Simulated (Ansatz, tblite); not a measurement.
**Ga7P7 zinc blende off sphere (Ga7P7H20): spin states and exact exchange**

Aim: set other spin states of Ga7P7 zinc blende off sphere (Ga7P7H20) against its singlet, on many levels of theory.

The runs use Ansatz 0.2.0, Gaussian basis; as each input shows.

Levels to be run: triplet, at the geometry of the singlet (GFN1-xTB, GFN2-xTB, PBE0-D4/def2-TZVP, PBE-D4/def2-TZVP); the singlet's energies come from earlier runs.

### 1 The structure

The singlet was relaxed beforehand with PBE-D4/def2-SVP.

34 atoms, charge 0, spin multiplicity 1.

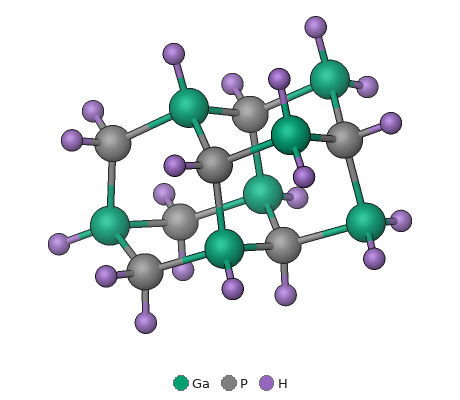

The structure; gallium teal, phosphorus grey, hydrogen purple.

### 2 Triplet at the fixed geometry, GFN1-xTB

Tight binding, by tblite at 300 K electronic temperature and without a spin-polarisation term:

```python
tblite.interface.Calculator('GFN1-xTB', numbers, positions, charge=0, uhf=2).singlepoint()
```

Energy -1051.4736 eV; 0.24 s.

### 3 Triplet at the fixed geometry, GFN2-xTB

Tight binding, by tblite at 300 K electronic temperature and without a spin-polarisation term:

```python
tblite.interface.Calculator('GFN2-xTB', numbers, positions, charge=0, uhf=2).singlepoint()
```

Energy -984.6667 eV; 0.21 s.

### 4 Triplet at the fixed geometry, PBE0-D4/def2-TZVP

The input, in.yaml:

```yaml
crystal:
  periodic: [false, false, false]
  atoms:
    - {symbol: Ga, position_ang: [0.727166, -3.613647, 0.727023]}
    - {symbol: Ga, position_ang: [-2.209384, 2.212315, -2.207140]}
    - {symbol: Ga, position_ang: [0.790142, -0.795947, -2.046958]}
    - {symbol: Ga, position_ang: [-2.048467, -0.793878, 0.795422]}
    - {symbol: Ga, position_ang: [0.730676, -0.732988, 3.610727]}
    - {symbol: Ga, position_ang: [0.794747, 2.044428, 0.795426]}
    - {symbol: Ga, position_ang: [3.611664, -0.729736, 0.726119]}
    - {symbol: P, position_ang: [-3.291744, 0.708803, -0.701468]}
    - {symbol: P, position_ang: [-0.613538, -2.033086, -0.609350]}
    - {symbol: P, position_ang: [1.967896, -1.969751, 1.964031]}
    - {symbol: P, position_ang: [-0.705677, 0.707480, -3.290518]}
    - {symbol: P, position_ang: [-0.701348, 3.292262, -0.704136]}
    - {symbol: P, position_ang: [2.029994, 0.607914, -0.611436]}
    - {symbol: P, position_ang: [-0.609275, 0.607755, 2.033307]}
    - {symbol: H, position_ang: [1.649027, -4.351176, -0.325575]}
    - {symbol: H, position_ang: [-0.321677, -4.351035, 1.653224]}
    - {symbol: H, position_ang: [-3.116683, 3.120765, -3.113846]}
    - {symbol: H, position_ang: [1.583945, -1.591196, -3.148934]}
    - {symbol: H, position_ang: [-3.150874, -1.587422, 1.590309]}
    - {symbol: H, position_ang: [-0.319381, -1.658000, 4.347876]}
    - {symbol: H, position_ang: [1.655331, 0.316837, 4.348683]}
    - {symbol: H, position_ang: [1.591704, 3.144148, 1.590626]}
    - {symbol: H, position_ang: [4.350599, -1.652504, -0.324618]}
    - {symbol: H, position_ang: [4.347344, 0.321476, 1.651031]}
    - {symbol: H, position_ang: [-4.237606, -0.024148, -1.487630]}
    - {symbol: H, position_ang: [-4.229935, 1.498658, 0.037338]}
    - {symbol: H, position_ang: [-1.477189, -2.784055, -1.471642]}
    - {symbol: H, position_ang: [2.796781, -2.798522, 2.791191]}
    - {symbol: H, position_ang: [-1.492029, -0.023654, -4.237618]}
    - {symbol: H, position_ang: [0.034594, 1.497569, -4.227363]}
    - {symbol: H, position_ang: [0.039103, 4.228743, -1.494480]}
    - {symbol: H, position_ang: [-1.485033, 4.239828, 0.029266]}
    - {symbol: H, position_ang: [2.779687, 1.471181, -1.475258]}
    - {symbol: H, position_ang: [-1.470571, 1.470583, 2.786361]}
basis:
  gaussian: {orbitals: def2-TZVP, fitting: {mean_field: def2-universal-jkfit}}
magnetization: {spin_polarized: true, initial_magnetization: 2}
hamiltonian: {xc: pbe0, dispersion: d4}
scf: {omitted_lower_state_checks: [starts]}
output: {orbitals: {seedname: orbitals}}
```

Run with:

```console
$ ansatz run in.yaml --threads 2 --pin off --events-out ev --progress --plain --max-ram 32768MiB --backend cuda --devices 0, --max-vram 18GiB
```

What it wrote:

```text
Functional definition: PBE0
  name "PBE0"
  cite "Adamo & Barone, J. Chem. Phys. 110, 6158 (1999) doi:10.1063/1.478522"
  cite "Perdew, Burke & Ernzerhof, Phys. Rev. Lett. 77, 3865 (1996) doi:10.1103/PhysRevLett.77.3865"
  parent pbe
  parameter a = 0.25
  parameter kappa = 0.804
  parameter beta = 0.06672455060314922
  exchange = (1 - a)*pbe_x(kappa = kappa, mu = beta*pi^2/3) + a*exact_x
  correlation = pbe_c(beta = beta)
these checks for a lower state are left out or cut short: starts
3118 factors; integrals over basis functions are off by at most 6.2e-1 eV
mean field evaluation 1: about -431918.8357 eV, gradient 4.6e1 eV
mean field evaluation 2: about -431904.1641 eV, gradient 7.2e1 eV
mean field evaluation 4: about -431922.9477 eV, gradient 1.7e1 eV
mean field evaluation 8: about -431925.7712 eV, gradient 1.0e0 eV
mean field evaluation 16: about -431925.8452 eV, gradient 1.5e-1 eV
mean field evaluation 32: about -431925.8508 eV, gradient 2.9e-3 eV
mean field -431925.85076685 eV, -15872.9822458247 hartree, gradient 4.0e-6 eV, S^2 2.009310; 0 other end points of the search recorded, 0 dependent functions left out
reference -431925.85083887 eV, -15872.9822484714 hartree; 172, 170 occupied and 543, 545 virtual orbitals, 3118 factors
Total energy: -431928.15609957 eV, -15873.0669652396 hartree
Checks for a lower state left out: starts
```

It took 32 s on 1 × H100 (card shared with other runs) with 2 threads of AMD EPYC 7R13, shared host; peak host memory 1.4 GiB.

HOMO -2.24 eV, LUMO -5.84 eV (over both spins; with the spin held, an empty level of the minority spin lies below the top filled one); ⟨S²⟩ 2.009 (pure: 2.00).

### 5 Triplet at the fixed geometry, PBE-D4/def2-TZVP

start.molden holds the orbitals of an earlier run on this state, given as this run's starting guess.

in.yaml, as its differences from that of step 4:

```diff
@@ -38,5 +38,5 @@
 basis:
-  gaussian: {orbitals: def2-TZVP, fitting: {mean_field: def2-universal-jkfit}}
+  gaussian: {orbitals: def2-TZVP, fitting: {mean_field: def2-universal-jkfit}, initial_orbitals: start.molden}
 magnetization: {spin_polarized: true, initial_magnetization: 2}
-hamiltonian: {xc: pbe0, dispersion: d4}
+hamiltonian: {xc: pbe, dispersion: d4}
 scf: {omitted_lower_state_checks: [starts]}
```

Same command.

What it wrote, cut to the lines that bear on the results:

```text
Functional definition: PBE
  name "PBE"
  cite "Perdew, Burke & Ernzerhof, Phys. Rev. Lett. 77, 3865 (1996) doi:10.1103/PhysRevLett.77.3865"
  parent pbe
[...]
3118 factors; integrals over basis functions are off by at most 6.2e-1 eV
[...]
mean field -431912.47704517 eV, -15872.4907706180 hartree, gradient 2.1e-6 eV, S^2 2.002544; 0 other end points of the search recorded, 0 dependent functions left out
reference -431912.47714175 eV, -15872.4907741675 hartree; 172, 170 occupied and 543, 545 virtual orbitals, 3118 factors
Total energy: -431915.02399109 eV, -15872.5843691542 hartree
Checks for a lower state left out: starts
```

It took 27 s on 1 × H100 (card shared with other runs) with 2 threads of AMD EPYC 7R13, shared host; peak host memory 1.4 GiB.

From the report: HOMO -2.02 eV, LUMO -6.33 eV (over both spins; with the spin held, an empty level of the minority spin lies below the top filled one); ⟨S²⟩ 2.003 (pure: 2.00).

### 6 Triplet less singlet, vertical

The singlet's energies are those of its earlier runs, whose logs aren't repeated here.

```tsv
level	triplet less singlet, vertical (kJ/mol)	time
GFN1-xTB	+434.7	0.37 s
GFN2-xTB	+358.1	0.33 s
PBE-D4/def2-TZVP	+404.5	36 s
PBE0-D4/def2-TZVP	+465.8	52 s
```

Times add the two runs; a level without a time comes out of a correlated run. Tight binding without a spin term can't rank spin states.

### 7 Results

| quantity | value |
| --- | --- |
| triplet less singlet, vertical, functionals in def2-TZVP | +404.5 (PBE-D4) to +465.8 kJ/mol (PBE0-D4) |

**Reading.** All functionals put the triplet above the singlet, over a spread of 61.4 kJ/mol. The checks for a lower triplet were left out, so another state of that spin may lie lower. These are electronic energies, without zero-point motion, entropy or surroundings.
